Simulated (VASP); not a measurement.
Band structure of MnC (relaxed from the wurtzite structure, space group P6_3/mmc). Level of theory: PBEsol GGA, VASP's PBE PAW potentials (set 64) (plane waves; VASP).

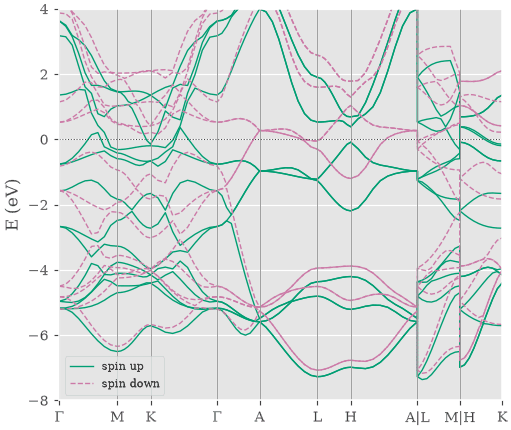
Bands along high-symmetry lines, zero at the valence-band maximum or, without a gap, the Fermi level

Problem. Read the plot: is there a gap, and where are the band edges?

Solution. It has no gap at this level: it comes out as a metal or semimetal. (Edges off the drawn lines would not show.)

The structure was generated: MnC was put into the wurtzite type (P6_3mc), which need not be its known phase. It was relaxed first, which changed the volume by -40 %. The relaxed cell has space group P6_3/mmc.
